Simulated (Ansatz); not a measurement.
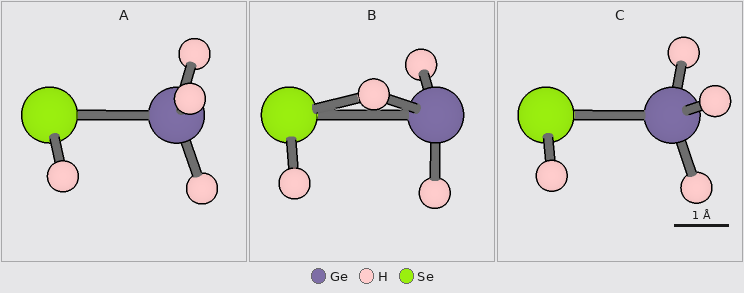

3 geometries from a converged minimum-energy path of GeH$_{4}$Se, shuffled. The picture is a ball-and-stick view, seen from a free direction.

The calculation used RKS PBE-D4/def2-SVP in Ansatz 0.2.0. Set-up: 5 movable images; climbing image; force threshold 0.05 eV/Å; iteration limit 60; starting path through a guess of the saddle point.

**Which frame is the transition state?**

B. In order along the path, whose images run from 0 to 6: B (image 3, +33.9 kJ/mol), A (image 5, −110.5 kJ/mol), C (image 6, −135.7 kJ/mol). A hydrogen atom shifts from one atom to another. Breaking: H–Se (1.49 → 3.27 Å). Forming: Ge–H (3.23 → 1.55 Å).

Cost: 37 s on 2 threads of Intel(R) Xeon(R) Platinum 8488C (Sapphire Rapids), with other jobs on the host, peak memory 0.14 GiB.
